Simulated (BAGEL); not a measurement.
# C2H4AlNO (SMILES [CH3][AlH][N]=C=O) at HF/STO-3G (density fitting with qzvpp-jkfit)

What is the vertical ionisation energy of C2H4AlNO at HF/STO-3G (density fitting with qzvpp-jkfit)? 

Program for the calculation: BAGEL 1.2.2.

2 further runs of the same task are left out: 1 that didn't finish, 1 set aside as unsound or not needed. Runs told in other sessions of the task aren't counted.

### 1 The system as given

The species is C2H4AlNO (9 atoms), meant as a singlet with charge 0. SMILES: `[CH3][AlH][N]=C=O`. Geometry: relaxed at PBE0-D4/def2-TZVP. This is one conformer, not always the lowest.

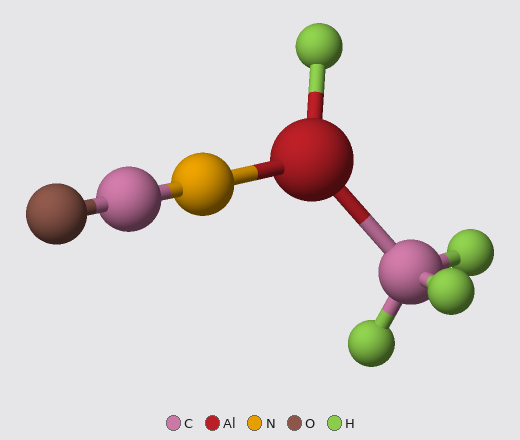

Viewed from a chosen angle; carbon pink, aluminium red, nitrogen amber, oxygen brown, hydrogen green.

### 2 A single-point energy at HF/STO-3G (density fitting with qzvpp-jkfit)

job.json

```json
{ "bagel" : [

{
  "title" : "molecule",
  "basis" : "sto-3g",
  "df_basis" : "qzvpp-jkfit",
  "angstrom" : true,
  "geometry" : [
    { "atom" : "C", "xyz" : [   -1.479800,   -0.787200,    0.045400 ] },
    { "atom" : "Al", "xyz" : [    0.120000,   -0.030700,    0.835200 ] },
    { "atom" : "N", "xyz" : [    1.322500,    0.697000,   -0.251700 ] },
    { "atom" : "C", "xyz" : [    2.142500,    1.192200,   -0.965700 ] },
    { "atom" : "O", "xyz" : [    2.941800,    1.675100,   -1.665500 ] },
    { "atom" : "H", "xyz" : [   -2.104300,   -1.304900,    0.777000 ] },
    { "atom" : "H", "xyz" : [   -2.088000,   -0.002400,   -0.416800 ] },
    { "atom" : "H", "xyz" : [   -1.228100,   -1.494400,   -0.750700 ] },
    { "atom" : "H", "xyz" : [    0.461900,    0.009000,    2.375900 ] }
  ]
},
{ "title" : "hf" },
{ "title" : "print", "file" : "orbitals.molden", "orbitals" : true }

]}
```

Launch:

```bash
BAGEL_NUM_THREADS=1 BAGEL job.json > job.out
```

The log of the run:

```text
* using 1 threads per process

  ===============================================================
  ===============================================================

  *** Geometry ***

  { "atom" : "C", "xyz" : [     -2.796417,     -1.487592,      0.085794 ] },
  { "atom" : "Al", "xyz" : [      0.226767,     -0.058015,      1.578299 ] },
  { "atom" : "N", "xyz" : [      2.499163,      1.317139,     -0.475644 ] },
  { "atom" : "C", "xyz" : [      4.048738,      2.252931,     -1.824909 ] },
  { "atom" : "O", "xyz" : [      5.559196,      3.165480,     -3.147339 ] },
  { "atom" : "H", "xyz" : [     -3.976551,     -2.465904,      1.468317 ] },
  { "atom" : "H", "xyz" : [     -3.945748,     -0.004535,     -0.787638 ] },
  { "atom" : "H", "xyz" : [     -2.320773,     -2.824007,     -1.418617 ] },
  { "atom" : "H", "xyz" : [      0.872864,      0.017008,      4.489800 ] },

  Number of auxiliary basis functions:      504

  Since a DF basis is specified, we compute 2- and 3-index integrals:
    o Being stored without compression. Storage requirement is 0.004 GB

  Number of basis functions:       33
  Number of electrons      :       44

    * METHOD: MOLECULE                             0.21

  *** RHF ***

  === Nuclear Repulsion ===
   178.5431531628

      * DIIS with orbital gradients will be used.

  === RHF iteration (sto-3g) ===
      0       -443.67043594          0.01876133           0.03
      1       -443.75693085          0.00904780           0.03
      2       -443.77656367          0.00133142           0.03
      3       -443.77715628          0.00079179           0.03
      4       -443.77735678          0.00011087           0.03
      5       -443.77736433          0.00004426           0.03
      6       -443.77736702          0.00002087           0.03
      7       -443.77736778          0.00000643           0.03
      8       -443.77736784          0.00000175           0.03
      9       -443.77736785          0.00000048           0.03
     10       -443.77736785          0.00000029           0.03
     11       -443.77736785          0.00000008           0.03
     12       -443.77736785          0.00000002           0.03
     13       -443.77736785          0.00000001           0.03
    * SCF iteration converged.

    * Permanent dipole moment:
           (    0.819061,     0.497109,    -0.723960) a.u.

    * METHOD: HF                                   0.51

    * METHOD: PRINT                                0.00

  ===============================================================
```

Run time: 0.87 s. Hardware: 1 thread of Arm Neoverse V1, shared host; peak memory 0.083 GiB.

### 3 The doublet cation

job.json

```json
{ "bagel" : [

{
  "title" : "molecule",
  "basis" : "sto-3g",
  "df_basis" : "qzvpp-jkfit",
  "angstrom" : "true",
  "geometry" : [
    { "atom" : "C", "xyz" : [      -1.479800,      -0.787200,       0.045400 ] },
    { "atom" : "Al", "xyz" : [       0.120000,      -0.030700,       0.835200 ] },
    { "atom" : "N", "xyz" : [       1.322500,       0.697000,      -0.251700 ] },
    { "atom" : "C", "xyz" : [       2.142500,       1.192200,      -0.965700 ] },
    { "atom" : "O", "xyz" : [       2.941800,       1.675100,      -1.665500 ] },
    { "atom" : "H", "xyz" : [      -2.104300,      -1.304900,       0.777000 ] },
    { "atom" : "H", "xyz" : [      -2.088000,      -0.002400,      -0.416800 ] },
    { "atom" : "H", "xyz" : [      -1.228100,      -1.494400,      -0.750700 ] },
    { "atom" : "H", "xyz" : [       0.461900,       0.009000,       2.375900 ] }
  ]
},

{
  "title" : "uhf",
  "charge" : 1,
  "nopen" : 1
},

{
  "title" : "print",
  "file" : "orbitals.molden",
  "orbitals" : "true"
}

]}
```

Launch:

```bash
BAGEL_NUM_THREADS=1 BAGEL job.json > job.out
```

The log of the run:

```text
* using 1 threads per process

  ===============================================================
  ===============================================================

  *** Geometry ***

  { "atom" : "C", "xyz" : [     -2.796417,     -1.487592,      0.085794 ] },
  { "atom" : "Al", "xyz" : [      0.226767,     -0.058015,      1.578299 ] },
  { "atom" : "N", "xyz" : [      2.499163,      1.317139,     -0.475644 ] },
  { "atom" : "C", "xyz" : [      4.048738,      2.252931,     -1.824909 ] },
  { "atom" : "O", "xyz" : [      5.559196,      3.165480,     -3.147339 ] },
  { "atom" : "H", "xyz" : [     -3.976551,     -2.465904,      1.468317 ] },
  { "atom" : "H", "xyz" : [     -3.945748,     -0.004535,     -0.787638 ] },
  { "atom" : "H", "xyz" : [     -2.320773,     -2.824007,     -1.418617 ] },
  { "atom" : "H", "xyz" : [      0.872864,      0.017008,      4.489800 ] },

  Number of auxiliary basis functions:      504

  Since a DF basis is specified, we compute 2- and 3-index integrals:
    o Being stored without compression. Storage requirement is 0.004 GB

  Number of basis functions:       33
  Number of electrons      :       44

    * METHOD: MOLECULE                             0.20

  *** Open-shell HF ***

  === Nuclear Repulsion ===
   178.5431531628

      * DIIS with orbital gradients will be used.

  === UHF iteration (sto-3g) ===
      0       -443.35617346          0.03939545           0.05
      1       -443.45395201          0.02934183           0.05
      2       -443.49283205          0.01948533           0.06
      3       -443.52710515          0.00511201           0.05
      4       -443.53940252          0.00448380           0.06
      5       -443.55596718          0.00284677           0.06
      6       -443.56487140          0.00154332           0.06
      7       -443.56734752          0.00076774           0.05
      8       -443.56732289          0.00099839           0.06
      9       -443.56782310          0.00040094           0.05
     10       -443.56787272          0.00007262           0.06
     11       -443.56787924          0.00002739           0.06
     12       -443.56788255          0.00001506           0.06
     13       -443.56788422          0.00001150           0.06
     14       -443.56788581          0.00000669           0.06
     15       -443.56788646          0.00000236           0.06
     16       -443.56788649          0.00000159           0.06
     17       -443.56788650          0.00000092           0.06
     18       -443.56788650          0.00000045           0.06
     19       -443.56788650          0.00000035           0.05
     20       -443.56788650          0.00000034           0.05
     21       -443.56788650          0.00000033           0.05
     22       -443.56788650          0.00000032           0.05
     23       -443.56788650          0.00000029           0.06
     24       -443.56788650          0.00000024           0.06
     25       -443.56788650          0.00000013           0.06
     26       -443.56788650          0.00000010           0.06
     27       -443.56788650          0.00000008           0.06
     28       -443.56788650          0.00000006           0.06
     29       -443.56788650          0.00000004           0.06
     30       -443.56788650          0.00000002           0.06
     31       -443.56788650          0.00000002           0.05
     32       -443.56788650          0.00000002           0.05
     33       -443.56788650          0.00000002           0.05
     34       -443.56788650          0.00000002           0.05
     35       -443.56788650          0.00000001           0.05
     36       -443.56788650          0.00000001           0.05
     37       -443.56788650          0.00000001           0.05
    * SCF iteration converged.

    * S^2 (UHF) is 0.9425

    * Permanent dipole moment:
           (   -0.897671,    -0.477661,     0.125418) a.u.

    * METHOD: UHF                                  2.20

    * METHOD: PRINT                                0.00

  ===============================================================
```

Run time: 2.5 s. Hardware: 1 thread of Arm Neoverse V1, shared host; peak memory 0.083 GiB.

### 4 Results

Level: HF/STO-3G (density fitting with qzvpp-jkfit).

| quantity | value |
| --- | --- |
| singlet C2H4AlNO: total energy | -443.77737 Eh |
| singlet C2H4AlNO: dipole moment | 3.05 D |
| singlet C2H4AlNO: HOMO energy | -7.50 eV |
| singlet C2H4AlNO: LUMO energy | 7.82 eV |
| singlet C2H4AlNO: HOMO–LUMO gap | 15.32 eV |
| doublet cation: total energy | -443.56789 Eh |
| doublet cation: ⟨S²⟩ | 0.943 |
| vertical ionisation energy (to the doublet cation) | 5.700 eV |

What this shows: The vertical ionisation energy comes to 5.70 eV (131 kcal/mol). −ε(HOMO) before ionisation, 7.50 eV, is 1.80 eV above this ionisation energy. In a minimal basis such a difference can be off by several eV, whatever the method. ⟨S²⟩ (doublet cation) is 0.94 where a pure doublet has 0.75: the reference is spin-contaminated.
